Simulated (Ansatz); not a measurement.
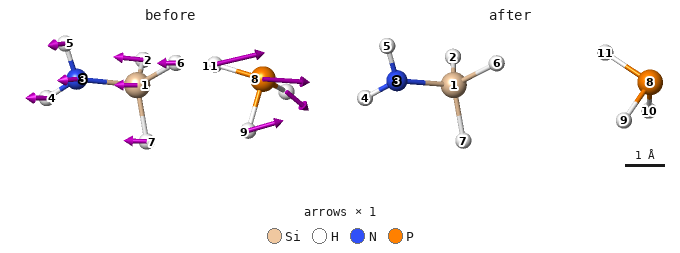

The structure of SiPNH8 before (left) and after (right) a relaxation, at one scale. The purple arrows give the displacements, at their true length.

A ball-and-stick model, seen at a tilt.

The run prepares an end point of a later path (reaction) calculation, from a guessed geometry.

Computed with RHF/cc-pVDZ in Ansatz 0.2.0.

The input:
```yaml
crystal:
  periodic: [false, false, false]
  atoms:
    - { symbol: Si, position_ang: [0.293368, -0.094134, -0.094674] }
    - { symbol: H, position_ang: [0.339625, -0.147479, 1.374157] }
    - { symbol: "N", position_ang: [1.828582, 0.076248, -0.901091] }
    - { symbol: H, position_ang: [2.460702, -0.704439, -0.875626] }
    - { symbol: H, position_ang: [2.34304, 0.925177, -0.751975] }
    - { symbol: H, position_ang: [-0.549125, 1.058596, -0.495129] }
    - { symbol: H, position_ang: [-0.308382, -1.372631, -0.560045] }
    - { symbol: P, position_ang: [-2.788024, 0.242979, 1.299468] }
    - { symbol: H, position_ang: [-2.763881, -0.811648, 0.347894] }
    - { symbol: H, position_ang: [-3.430838, -0.51084, 2.311165] }
    - { symbol: H, position_ang: [-1.477967, 0.026071, 1.794156] }
basis:
  gaussian: { orbitals: cc-pVDZ }
hamiltonian:
  xc: hf
relax:
  f_tol: 0.03
  max_steps: 50
```

Command:
```bash
ansatz run input.yaml --threads 1 --pin off --max-ram 2048MiB --backend cpu --events-out ev --progress --plain --runs-dir out
```

Summarise the run.

Over 15 accepted moves (16 points after the start) the energy falls by 34.2 kJ/mol. Largest force component: 0.66 eV/Å at the start, 0.027 eV/Å at the end. The line search rejected the trial step at point 14 of the run. The forces were under the threshold at step 9, but the run went on from there. H11 moves most after the best rigid fit: 1.35 Å. By element the largest moves are H 1.35 Å, P 1.31 Å, Si 0.61 Å, N 0.58 Å. Among the contacts that change: Si1–H2 1.471 → 1.494 Å.

Limits of the set-up: Hartree-Fock leaves out electron correlation.
